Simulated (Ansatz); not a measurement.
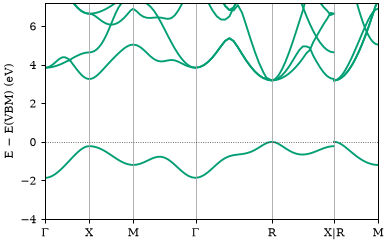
Band structure from DFT-r²SCAN in the program Ansatz with PAW potentials

Q: Read off the gap and where the band edges lie.

A: About 3.2 eV (3.18 eV by a search for the band edges); maximum at R, minimum at R.

Q: Pick the material that matches.
(A) RbVF3, cubic perovskite
(B) CsH, CsCl type
(C) MgO, CsCl type
(D) CsPbCl3, cubic perovskite

A: B, CsH, CsCl type

Space group Pm-3m (CsCl type). The first step of the workflow began from a Materials Project structure, measured or hypothetical; the Crystallography Open Database copy checked does not list it. COD files the formula under space group No. 225. Whether it is the stable phase at ambient conditions was not checked. The cell was relaxed with r²SCAN under the symmetry of its start; whether a distortion lowers the energy is not shown. Spin–orbit coupling is left out wherever it is not named.

Potentials: the later of the program's two PAW sets.
